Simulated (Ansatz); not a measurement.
Input file:

```
crystal:
  periodic: [false, false, false]
  atoms:
    - {symbol: Al, position_ang: [0.008597, 0.993886, -1.019046]}
    - {symbol: N, position_ang: [-1.698388, 0.537926, -1.178871]}
    - {symbol: S, position_ang: [1.959816, 1.514423, -0.835708]}
    - {symbol: H, position_ang: [-2.319769, 0.852182, -1.928946]}
    - {symbol: H, position_ang: [-2.202155, -0.076531, -0.533777]}
basis:
  gaussian: {orbitals: def2-TZVPD}
hamiltonian: {xc: {name: PBE0}}
output: {forces: true, orbitals: {seedname: orbitals}}
```

Run with:

```sh
ansatz run input.yaml --threads 1 --pin off --max-ram 2610MiB --events-out events.jsonl --progress --plain --runs-dir runs
```

Geometry: BLYP-D3(BJ)/def2-SVP.

Level of theory: Ansatz, isolated molecule in a Gaussian basis; Kohn-Sham density functional theory, functional PBE0.

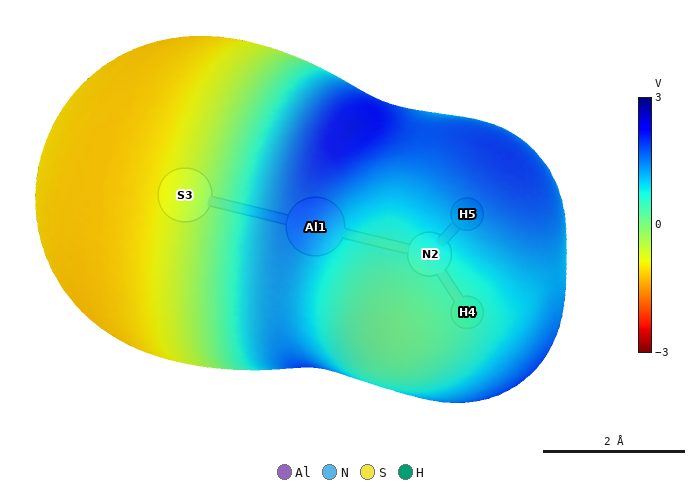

AlH2NS (SMILES [NH2][Al+][S-]). The molecular electrostatic potential painted on the density surface at 0.001 e/bohr³, seen at a tilt; red is negative and blue positive.

> Where is the surface potential most negative and most positive?

The most negative region (about −1.2 V) lies over S3, the most positive (about +2.4 V) over Al1.
